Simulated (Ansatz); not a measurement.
## Electronic structure of F4HOTa in real space

```yaml
atoms:
  - { symbol: Ta, position_ang: [-0.0442, 0.0305, -0.0066] }
  - { symbol: F, position_ang: [1.8130, -0.1985, 0.0398] }
  - { symbol: F, position_ang: [-0.0038, 0.1713, 1.8854] }
  - { symbol: F, position_ang: [0.0401, 0.0725, -1.8933] }
  - { symbol: F, position_ang: [-0.9600, 1.6626, -0.0424] }
  - { symbol: O, position_ang: [-1.0897, -1.5247, 0.0376] }
  - { symbol: H, position_ang: [-1.4567, -2.0572, 0.7555] }
```

Core potentials replace the inner electrons of Ta.

Method: RKS r2SCAN-D4/def2-SVP (Ansatz).

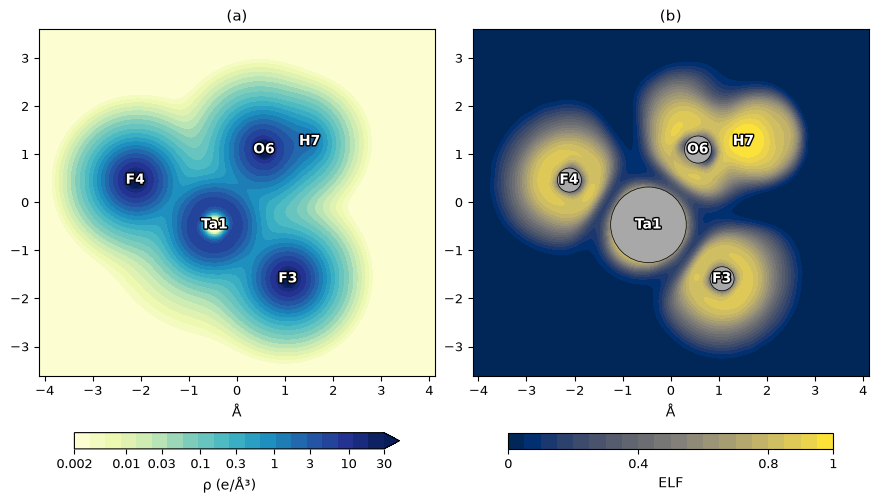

Figure 1. (a) electron density; (b) electron localisation function on the plane of atoms F3, Ta1 and O6. Grey discs cover the atomic cores in the ELF map.

### What does the map show?

The section cuts through Ta, F, O and H sites.
Ta–F (1.90 Å): ρ at the midpoint is about 0.99 e/Å³; the ELF peaks at about 0.85 in the valence shell of F, 0.5 Å from its nucleus, and drops to about 0.20 between the two atoms.
Ta–O (1.87 Å): ρ is about 1.1 e/Å³ halfway; the ELF peaks at about 0.85 in the valence shell of O, 0.5 Å from its nucleus, and drops to about 0.25 between the two atoms.
O–H (0.97 Å): the density is about 3.6 e/Å³ at the midpoint; the ELF climbs to about 1 towards the hydrogen, as it does in any bond to H (an ordinary covalent bond to hydrogen).

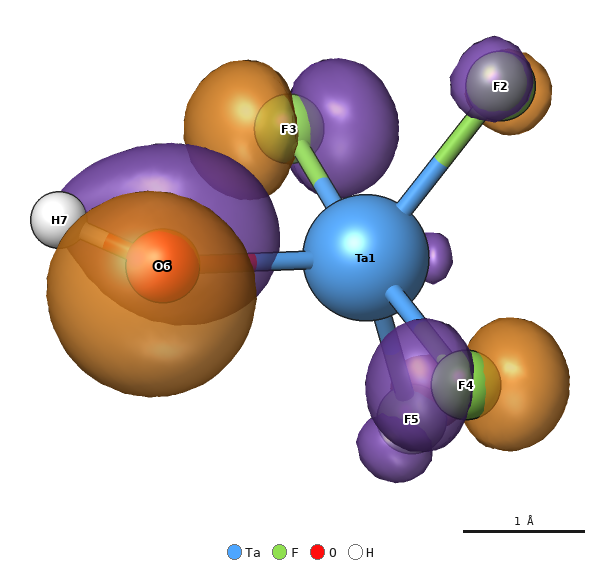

Figure 2. One frontier orbital at ±0.15 Å⁻³ᐟ² (orange and purple are the two phases), seen at an oblique angle.

### Which orbital is it: HOMO or LUMO?

The HOMO, at −9.69 eV. It lies mainly on O6 (about 55 %), F3 (about 15 %) and F4 (about 10 %).

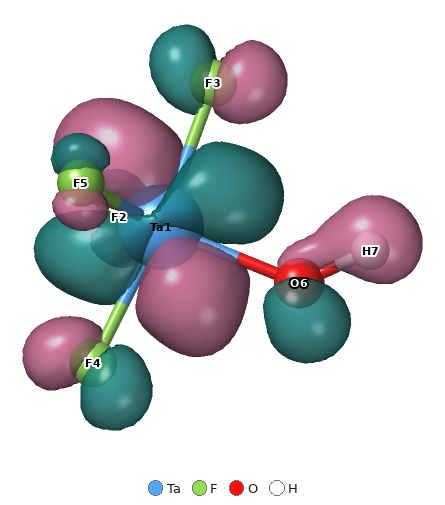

Figure 3. One frontier orbital at ±0.1 Å⁻³ᐟ² (teal and pink are the two phases), seen across its widest extent.

### Which orbital is it: HOMO or LUMO?

The LUMO, at −3.05 eV. Its weight (Hirshfeld) is mainly on Ta1 (about 70 %), F3 (about 10 %), F4 (about 10 %) and O6 (about 10 %).
